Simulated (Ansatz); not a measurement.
BCl2F2HSi (SMILES FB(F)[SiH](Cl)Cl)

The calculation's input:

```
crystal:
  periodic: [false, false, false]
  atoms:
    - symbol: B
      position_ang: [-1.142612, -0.566346, -0.348667]
    - symbol: Cl
      position_ang: [1.176632, -0.331099, -2.706763]
    - symbol: Cl
      position_ang: [2.028754, -0.297827, 0.581203]
    - symbol: F
      position_ang: [-2.222493, 0.143680, -0.081037]
    - symbol: F
      position_ang: [-1.252502, -1.878112, -0.301738]
    - symbol: Si
      position_ang: [0.624319, 0.318005, -0.815599]
    - symbol: H
      position_ang: [0.593107, 1.799182, -0.822361]
basis:
  gaussian:
    orbitals: def2-SVPD
hamiltonian:
  xc: {name: PBE0}
output: {forces: true, orbitals: {seedname: orbitals}}
```

Command:

```sh
ansatz run input.yaml --threads 1 --pin off --max-ram 2610MiB --events-out events.jsonl --progress --plain --runs-dir runs
```

Geometry: B3LYP-D3(BJ)/def2-SVP.

Method: Ansatz, isolated molecule in a Gaussian basis; Kohn-Sham density functional theory, functional PBE0.

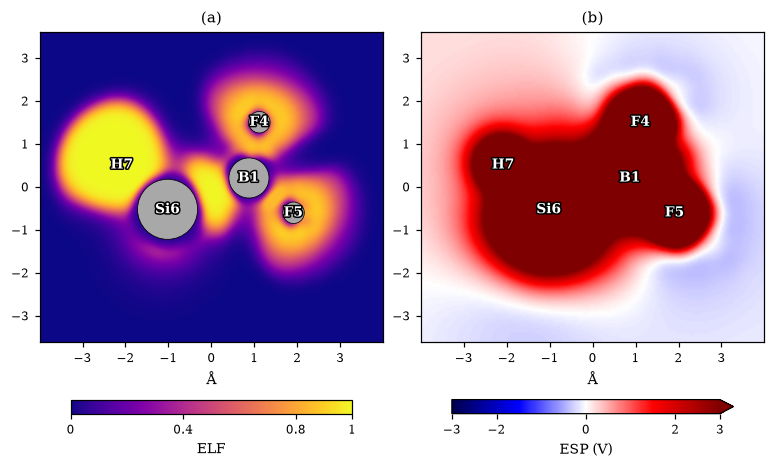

Figure 1. (a) ELF; (b) electrostatic potential on the plane of atoms F4, B1 and Si6. Grey discs cover the atomic cores in the ELF map.

Question: Interpret the plot.

Answer: The plane passes through B, F, Si and H nuclei. B–F (1.32 Å): the ELF peaks at about 0.85 between the atoms, as expected for a shared but strongly polarised pair. Si–B (2.03 Å): the ELF peaks at about 1 between the atoms (a covalent bond). Si–H (1.48 Å): the ELF climbs to about 1 towards the hydrogen, as it does in any bond to H. The ELF also peaks beside F5 and F4, away from the bonds: lone-pair regions. Outside the dense part of the molecule the potential is most negative (−0.4 V) near F5.

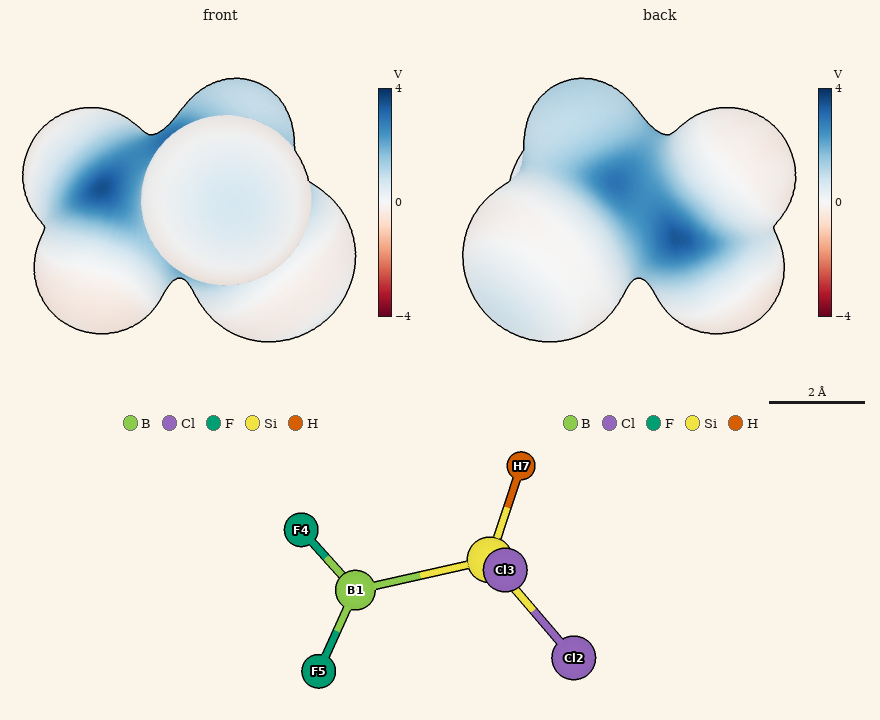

Figure 2. The molecular electrostatic potential painted on the density surface at 0.004 e/bohr³, seen from the front and from behind; red is negative and blue positive. The bare structure is drawn below in the same view.

Question: Where is the surface potential most negative and most positive?

Answer: The most negative region (about −0.4 V) lies over F5, the most positive (about +3.3 V) over B1. Cl2 shows a σ-hole: about +0.7 V at the tip opposite its bond, against about −0.1 V on its flanks. Cl3 shows a σ-hole: about +0.7 V at the tip opposite its bond, against about −0.1 V on its flanks.

Question: What dipole moment does the calculation give?

Answer: Its dipole moment is 1.14 D.

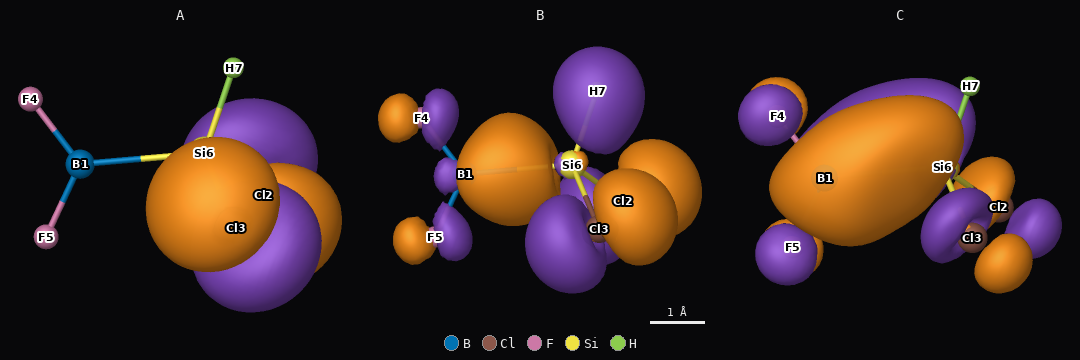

Figure 3. Three frontier orbitals at ±0.1 Å⁻³ᐟ² (orange and purple are the two phases), in no order.

Question: Order the three orbitals by energy and name them.

Answer: A is the HOMO−1 (−9.66 eV). Its weight (Hirshfeld) is mainly on Cl2 (about 45 %) and Cl3 (about 45 %); largely a combination of lone pairs on Cl2 and Cl3. B is the HOMO (−9.01 eV). By Hirshfeld shares it lies mainly on Cl2 (about 25 %), Cl3 (about 25 %), Si6 (about 20 %), B1 (about 15 %) and H7 (about 10 %). C is the LUMO (−2.01 eV). Its weight (Hirshfeld) is mainly on B1 (about 40 %), Si6 (about 25 %), F4 (about 10 %), Cl2 (about 10 %), Cl3 (about 10 %) and F5 (about 5 %); π-bonding across B1–Si6.

Question: What is the HOMO–LUMO gap?

Answer: 7.00 eV between the orbital energies.
